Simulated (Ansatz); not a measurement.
## Electronic structure of AlClH3NO···H2O in real space

Input

```
crystal:
  periodic: [false, false, false]
  atoms:
    - { symbol: Al, position_ang: [0.0, 0.0, 0.0] }
    - { symbol: "N", position_ang: [0.0, 0.0, 2.27] }
    - { symbol: H, position_ang: [-0.877, -0.2713, 2.8] }
    - { symbol: H, position_ang: [0.877, 0.2713, 2.8] }
    - { symbol: Cl, position_ang: [1.9312, 0.0, -1.115] }
    - { symbol: O, position_ang: [-1.5415, 0.0, -0.89] }
    - { symbol: H, position_ang: [-2.0512, -0.8467, -0.6815] }
    - { symbol: O, position_ang: [0.4375, -1.9248, 0.6559] }
    - { symbol: H, position_ang: [-0.1954, -2.5811, 0.2213] }
    - { symbol: H, position_ang: [0.2812, -1.2373, 1.8121] }
basis:
  gaussian: { orbitals: def2-SVP }
hamiltonian:
  xc: pbe
  dispersion: d4
relax:
  f_tol: 0.15
  max_steps: 25
  restrain:
    - { distance: [0, 7], at: 2.98, k: 30.0 }
    - { distance: [9, 1], at: 2.26, k: 30.0 }
    - { distance: [0, 1], at: 1.92, k: 30.0 }
    - { distance: [9, 7], at: 1.01, k: 30.0 }
output:
  orbitals: {}
```

Command:

```sh
ansatz run input.yaml --threads 2 --pin off --max-ram 3072MiB --backend cpu --events-out ev --progress --plain --runs-dir out
```

The fields are those of the run's last geometry, not of the input's.

Not at a stationary point (largest force 1.5 eV/Å).

Method: Ansatz, RKS PBE-D4/def2-SVP.

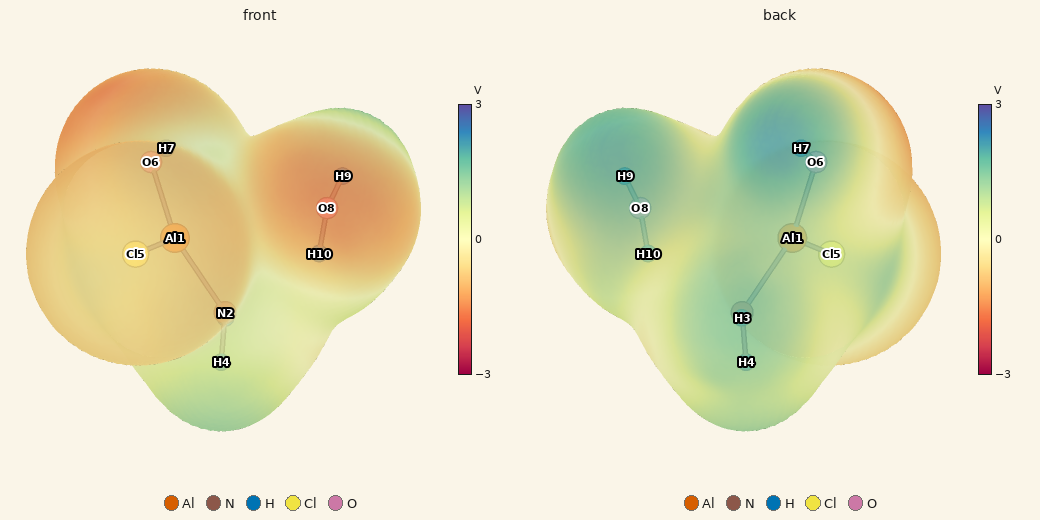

Figure 1. The electrostatic potential painted on the density surface at 0.001 e/bohr³, seen from the front and from behind; red is negative and blue positive.

Which sites attract a positive test charge, and which a negative one?

A positive charge is drawn to the negative regions and a negative charge to the positive ones. The most negative region (about −1.5 V) lies over O6 and O8, the most positive (about +2.0 V) over H7.

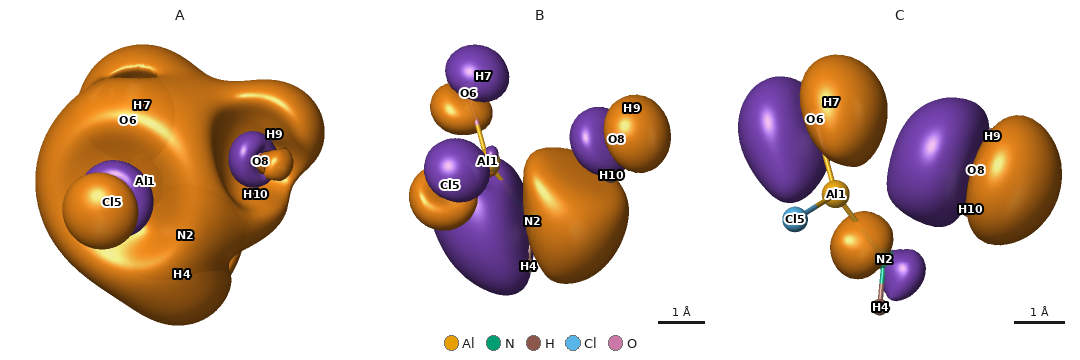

Figure 2. Three frontier orbitals at ±0.05 Å⁻³ᐟ² (orange and purple are the two phases), in no order.

Which picture is the HOMO−1, the HOMO and the LUMO?

C is the HOMO−1 (−6.94 eV). It lies mainly on O8 (about 60 %) and O6 (about 25 %). B is the HOMO (−6.00 eV). By Hirshfeld shares it lies mainly on N2 (about 65 %) and O8 (about 5 %); largely a lone pair of N2. A is the LUMO (−1.06 eV). Its weight (Hirshfeld) is mainly on Al1 (about 40 %), O6 (about 10 %), N2 (about 10 %), Cl5 (about 10 %) and H7 (about 10 %).

What is the HOMO–LUMO gap?

4.94 eV between the orbital energies.

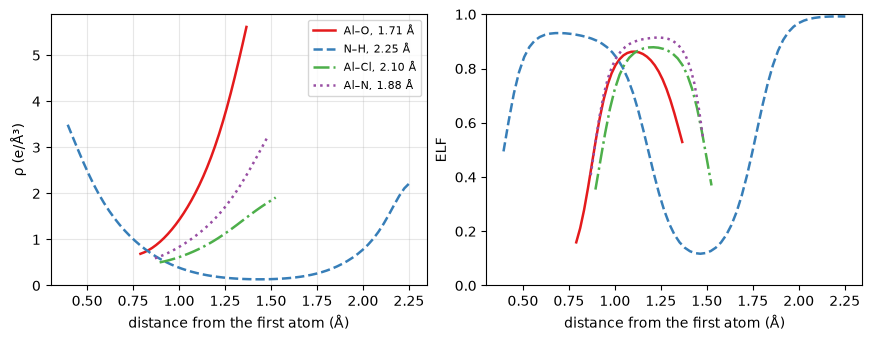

Figure 3. Electron density and electron localisation function along straight lines between neighbouring atoms. The curves leave out the atomic cores.

What can be read from the curves?

Al–O (1.71 Å): ρ at the midpoint is about 0.82 e/Å³; the ELF peaks at about 0.85 in the valence shell of O, 0.6 Å from its nucleus, and is about 0.35 at the midpoint.
N2···H10 (2.25 Å): the density falls to about 0.13 e/Å³ on the way; the ELF dips to about 0.10 between them; a closed-shell contact with the geometry of a hydrogen bond.
Al–Cl (2.10 Å): ρ at the midpoint is about 0.69 e/Å³; the ELF peaks at about 0.90 in the valence shell of Cl, 0.9 Å from its nucleus, and is about 0.80 at the midpoint.
Al–N (1.88 Å): ρ is about 0.71 e/Å³ halfway; the ELF peaks at about 0.90 in the valence shell of N, 0.6 Å from its nucleus, and is about 0.70 at the midpoint.
